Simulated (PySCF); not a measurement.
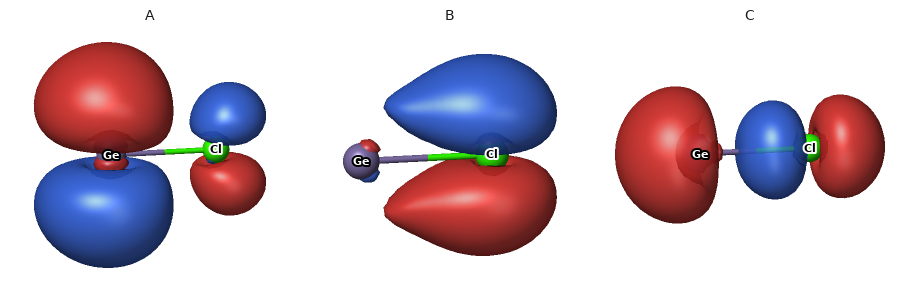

The picture shows: GeCl (charge +1). Three frontier orbitals, each drawn at the value that holds 80 % of its norm (red and blue are the two phases), in no order; of a degenerate pair one member is drawn.

These are results of PySCF 2.14.0, PBE0/cc-pVTZ(-PP), non-relativistic Hamiltonian with scalar-relativistic core potentials where named, at a bond length of 2.067 Å, not measurements.

### Name the orbitals and rank them from lowest to highest energy.

Orbital B: π, occupied, −16.36 eV; mainly on Cl (85 %).
Orbital C: σ, occupied, −16.15 eV; shared between the atoms (Ge 50 %, Cl 50 %).
Orbital A: π, empty, −9.48 eV; mainly on Ge (85 %).
